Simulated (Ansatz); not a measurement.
F₂H₄In₂O₂ (SMILES [F][InH-]1[OH+][InH-]([F])[OH+]1)

```xyz
10

F    -0.0743   -1.3926   -2.3272
F    -2.4078    1.2147    0.2960
In    1.1000   -0.9701   -0.8134
In   -0.6644    1.0012    1.1700
O    -0.2944   -1.0954    0.8268
O     0.6573    1.1212   -0.5297
H     2.6922   -1.4853   -0.5391
H    -1.1002   -1.5720    0.5838
H    -0.1312    1.6691    2.6347
H     0.2227    1.5091   -1.3018
```

Geometry: PBE0-D4/def2-SVP; core potentials replace the inner electrons of In.

Theory: isolated molecule in a Gaussian basis; Kohn-Sham density functional theory, functional PBE0 in Ansatz.

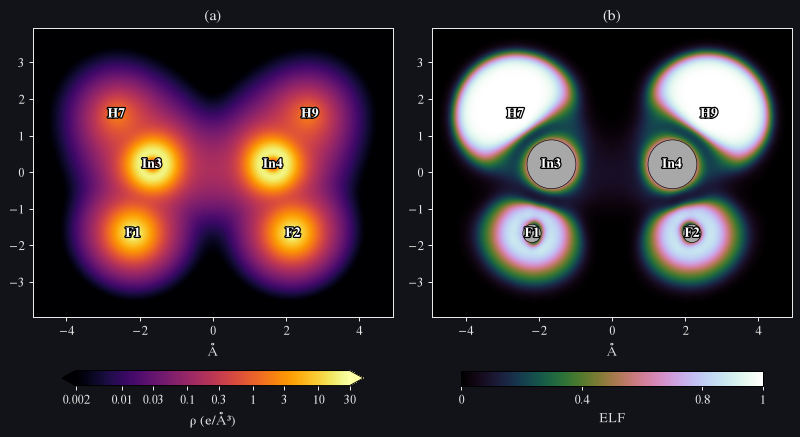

Figure 1. (a) electron density; (b) electron localisation function on the plane of atoms F2, In4 and H9. Grey discs cover the atomic cores in the ELF map.

> Interpret the plot.

- Atoms in the plane: F, In and H.
- In–F (1.96 Å): ρ is about 0.7 e/Å³ halfway; the ELF peaks at about 0.85 in the valence shell of F, 0.5 Å from its nucleus, and drops to about 0.10 between the two atoms.
- In–H (1.70 Å): ρ is about 1.3 e/Å³ halfway; the ELF climbs to about 1 towards the hydrogen.
- The ELF also peaks beside F1 and F2, away from the bonds: lone-pair regions.

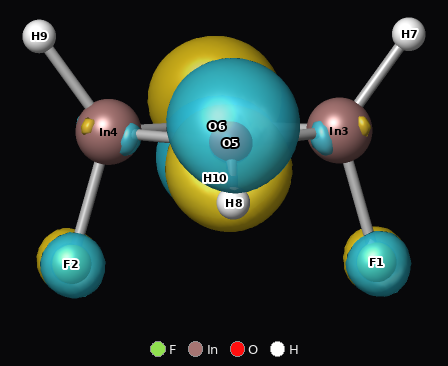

Figure 2. The HOMO−1 at ±0.1 Å⁻³ᐟ² (yellow and cyan are the two phases), seen across its widest extent.

> Describe this orbital and give its energy.

By Hirshfeld shares it lies mainly on O6 (about 40 %) and O5 (about 40 %); largely a combination of lone pairs on O6 and O5. Its energy is −9.56 eV.
